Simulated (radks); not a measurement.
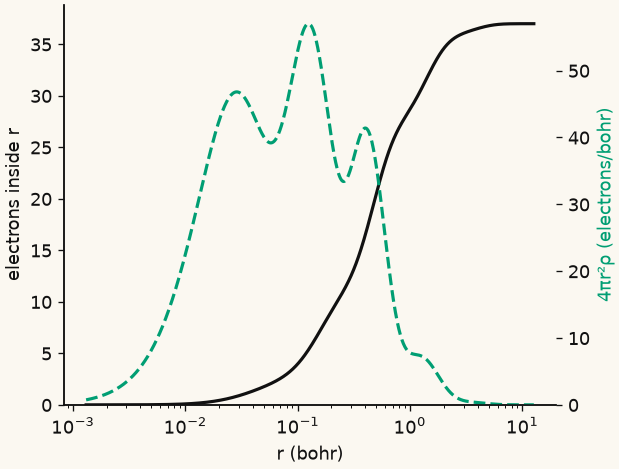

The Sr⁺ ion in the configuration [Kr] 5s1 (high spin). Computed with the in-house radial solver radks: non-relativistic Kohn-Sham, r2SCAN, spin-polarised, spherical densities, point nucleus.

The plot shows the number of electrons inside radius r (solid) and the radial density 4πr²ρ (dashed).

Q: What does the plot show?

Answer: The count levels off at 37 electrons. Half of them lie within 0.449 bohr, 90 % within 1.68 bohr and 99 % within 4.31 bohr. The radial density has minima at 0.0579 and 0.256 bohr, where the count stands at 2.1 and 11.1; these part the shells that the density resolves.
